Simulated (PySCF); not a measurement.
## Electronic structure of C3H15N3Si2 in real space

```xyz
23

C    -3.3887   -1.2194   -0.1747
N    -2.0893   -1.0460    0.4193
Si   -0.9994    0.1651   -0.1497
N    -1.6042    1.7782   -0.0404
N     0.3016    0.0781    0.9695
C     1.3782    1.0303    0.9256
C     2.3540    0.8296   -0.2379
Si    3.1662   -0.8848   -0.2787
H    -3.7794   -0.2402   -0.4421
H    -4.0739   -1.6835    0.5382
H    -3.3680   -1.8347   -1.0829
H    -1.7070   -1.9254    0.7292
H    -0.6788    0.0356   -1.5849
H    -1.7251    2.1616    0.8839
H    -2.3931    2.0284   -0.6133
H     0.6396   -0.8447    1.1947
H     0.9214    2.0188    0.8444
H     1.9298    0.9844    1.8725
H     3.1253    1.6000   -0.1757
H     1.8108    1.0013   -1.1681
H     4.2248   -0.8880   -1.2915
H     2.1964   -1.9324   -0.6135
H     3.7541   -1.1849    1.0321
```

Geometry: GFN2-xTB.

Level of theory: PBE0/pcSseg-1, SCF density, gas phase, non-relativistic in PySCF.

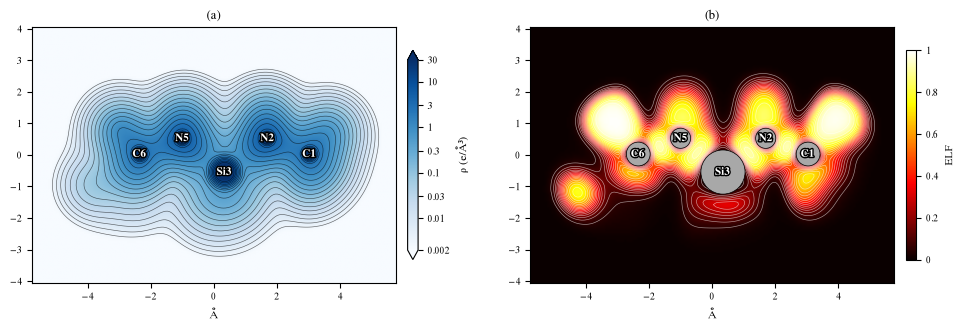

Figure 1. (a) electron density; (b) electron localisation function on the plane of atoms N2, Si3 and N5. Grey discs cover the atomic cores in the ELF map.

### What does the map show?

- Atoms in the plane: C, N and Si.
- C–N (1.44 Å): ρ is about 1.9 e/Å³ halfway; the ELF peaks at about 0.90 between the atoms, as expected for a shared electron pair.
- Si–N (1.72 Å): the density is about 1.1 e/Å³ at the midpoint; the ELF peaks at about 0.90 between the atoms, as expected for a polar covalent bond.

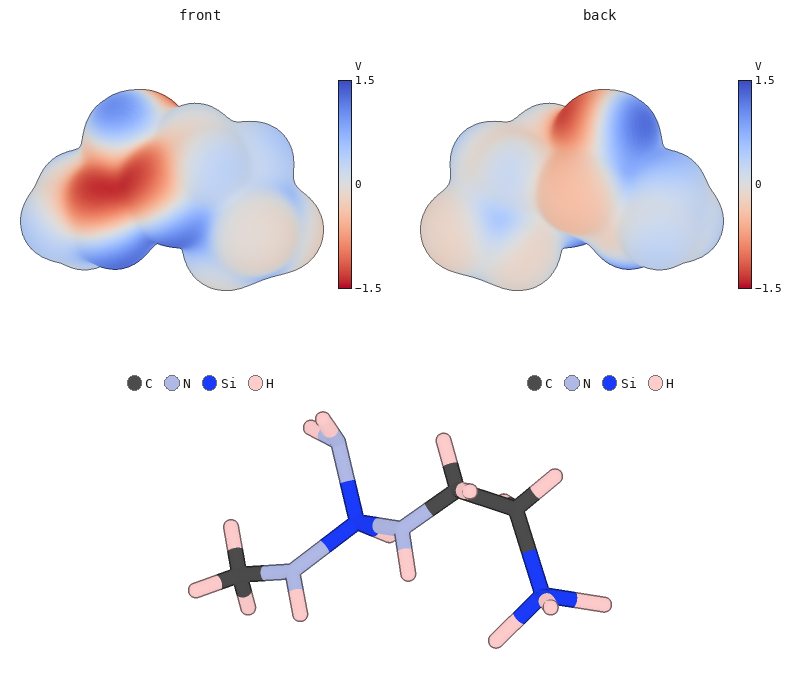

Figure 2. The molecular electrostatic potential painted on the density surface at 0.001 e/bohr³, seen from the front and from behind; red is negative and blue positive. The bare structure is drawn below in the same view.

### Which sites attract a positive test charge, and which a negative one?

A positive charge is drawn to the negative regions and a negative charge to the positive ones. The most negative region (about −1.4 V) lies over N2 and N5, the most positive (about +1.2 V) over H12, H15 and H16.

### What dipole moment does the calculation give?

Its dipole moment is 1.00 D.
